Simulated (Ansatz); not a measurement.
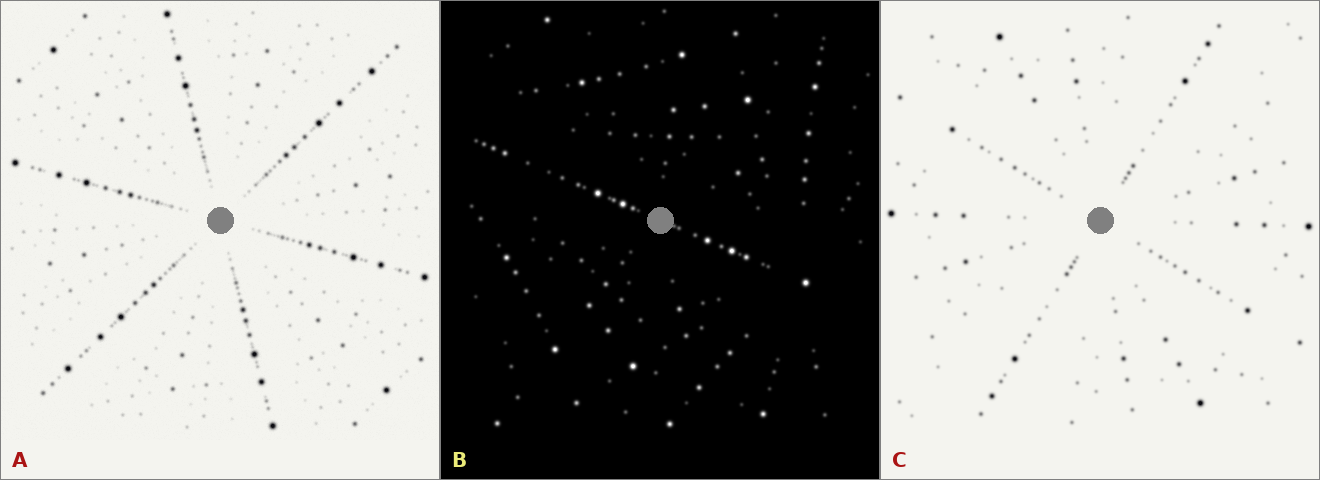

Simulated back-reflection Laue patterns (white X-rays, 0.45 to 2.2 Å, flat plate covering ±45° about the beam, kinematic intensities, seen from the source). Crystal: SiSe3, space group P6_3/mmc (No. 194), a = 5.99 Å, c = 5.24 Å (hexagonal axes). Structure: the end point of a relaxation with DFT PBE, scalar-relativistic, plane waves, PAW (Ansatz 0.2.0); the starting structure was generated, so it need not be a known form of this composition.

### The directions [001], [210], [211] point towards the source, in some order. Which is which?

A: [001], symmetry 6mm (a sixfold axis with mirror lines). B: [211], symmetry m (one mirror line). C: [210], symmetry 2mm (a twofold axis with two mirror lines). The Laue class is 6/mmm.
